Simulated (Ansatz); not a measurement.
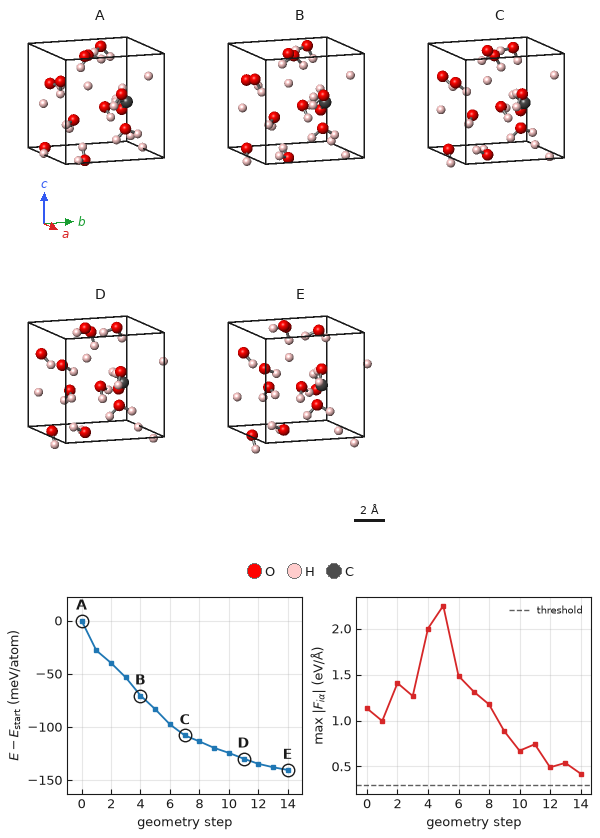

Frames of a relaxation of an amorphous cell of composition H$_{22}$CO$_{11}$, marked on the history of the run. The picture is a ball-and-stick view of the cell of the calculation, seen slightly off an axis.

The cell holds 10 H2O + 1 H2CO. The run prepares the start of a later molecular dynamics calculation, from a guessed geometry.

Method: Ansatz, DFT PBE-D3(BJ), scalar-relativistic, plane waves, PAW.

Input
```yaml
accuracy: low
crystal:
  lattice:
    - [7.120367, 0.0, 0.0]
    - [0.0, 7.120367, 0.0]
    - [0.0, 0.0, 7.120367]
  atoms:
    - { symbol: O, position: [0.0112426, 0.731695, 0.9295822] }
    - { symbol: H, position: [0.0229159, 0.822191, 0.8286978] }
    - { symbol: H, position: [0.0953461, 0.631081, 0.8934314] }
    - { symbol: O, position: [0.3411682, 0.4761948, 0.9125811] }
    - { symbol: H, position: [0.3575867, 0.6045362, 0.8706007] }
    - { symbol: H, position: [0.3393039, 0.4038747, 0.7973866] }
    - { symbol: O, position: [0.3047661, 0.3456377, 0.2925912] }
    - { symbol: H, position: [0.2084428, 0.3387147, 0.1967927] }
    - { symbol: H, position: [0.3847055, 0.2386738, 0.2666706] }
    - { symbol: O, position: [0.2889695, 0.0603814, 0.0416561] }
    - { symbol: H, position: [0.4078761, 0.0033683, 0.0082768] }
    - { symbol: H, position: [0.215207, -0.0432109, 0.0899386] }
    - { symbol: O, position: [0.0093388, 0.2190733, 0.6037266] }
    - { symbol: H, position: [0.1318258, 0.2779051, 0.5974639] }
    - { symbol: H, position: [-0.0294225, 0.2374283, 0.7328161] }
    - { symbol: O, position: [0.976823, 0.5763807, 0.6335796] }
    - { symbol: H, position: [0.8575538, 0.6295025, 0.6717421] }
    - { symbol: H, position: [0.9478064, 0.5094452, 0.5187705] }
    - { symbol: O, position: [0.8861859, 0.2376432, 0.0039984] }
    - { symbol: H, position: [0.975137, 0.1363277, 0.0220626] }
    - { symbol: H, position: [0.8168756, 0.241829, 0.1209686] }
    - { symbol: O, position: [0.6583966, 0.5266183, 0.4628576] }
    - { symbol: H, position: [0.7647365, 0.5457149, 0.3802102] }
    - { symbol: H, position: [0.6224589, 0.6524855, 0.4998627] }
    - { symbol: O, position: [0.6470607, 0.0846028, 0.7330426] }
    - { symbol: H, position: [0.6017496, 0.0980497, 0.6054905] }
    - { symbol: H, position: [0.6914325, -0.0438537, 0.7388322] }
    - { symbol: O, position: [0.5451334, 0.7781432, 0.2195042] }
    - { symbol: H, position: [0.5442988, 0.9021473, 0.163596] }
    - { symbol: H, position: [0.5217524, 0.6946367, 0.1147022] }
    - { symbol: O, position: [0.0101362, 0.944444, 0.3127856] }
    - { symbol: C, position: [0.1529078, 0.9403287, 0.4074538] }
    - { symbol: H, position: [0.2250258, 1.0695301, 0.4536679] }
    - { symbol: H, position: [0.218294, 0.8071639, 0.4524152] }
basis:
  ecutwfc: 420.0
kpoints:
  mp_grid: { grid: [1, 1, 1] }
hamiltonian:
  xc: pbe
  dispersion: d3bj
scf:
  occupations: { method: fermi_dirac, width: 0.02 }
  lower_state_search: "off"
relax:
  f_tol: 0.3
  max_steps: 15
  adjacent_minimum: "off"
```

Run as
```bash
ansatz run input.yaml --threads 1 --pin off --max-ram 3072MiB --backend cpu --events-out ev --progress --plain --runs-dir out
```

Question: What happens along the run?

Answer: The relaxation stopped without meeting its thresholds, so the last structure isn't shown to be converged. It used up its limit of 15 steps. The atom that moves furthest is H6 (1.57 Å roughly along [1 −2 3]). By element the largest moves are H 1.57 Å, O 1.39 Å, C 0.45 Å. The cell doesn't change. Among the contacts that change: O4–H6 0.969 → 1.005 Å, O10–H11 0.969 → 0.999 Å, O1–H2 0.969 → 0.992 Å, O13–H14 0.969 → 0.983 Å. Among the angles between lasting bonds that change: H14–O13–H15 104.0° → 106.3°. After 14 geometry steps the energy has fallen by 140 meV per atom. Largest force component: 1.1 eV/Å at the start, 0.42 eV/Å at the end. From step 0 to 4: H11 moves most (0.63 Å), energy −70.4 meV per atom. From step 4 to 7: H18 moves most (0.47 Å), energy −37.5 meV per atom. From step 7 to 11: H27 moves most (0.79 Å), energy −21.9 meV per atom. From step 11 to 14: H atoms move most (0.52 Å), energy −10.6 meV per atom.

| step | E − E(0), meV/atom | largest force component, eV/Å |
| --- | --- | --- |
| 0 | 0.00 | 1.1316 |
| 1 | -28.05 | 0.9948 |
| 2 | -39.80 | 1.4073 |
| 3 | -53.45 | 1.2660 |
| 4 | -70.45 | 2.0006 |
| 5 | -83.32 | 2.2485 |
| 6 | -97.60 | 1.4848 |
| 7 | -107.91 | 1.3138 |
| 8 | -113.62 | 1.1750 |
| 9 | -119.71 | 0.8836 |
| 10 | -124.40 | 0.6715 |
| 11 | -129.84 | 0.7418 |
| 12 | -134.68 | 0.4910 |
| 13 | -137.92 | 0.5390 |
| 14 | -140.47 | 0.4225 |

Limits of the set-up: the program's low-accuracy preset was used; the periodic images lie only 7.1 Å apart, so the values are limited by the cell's size.
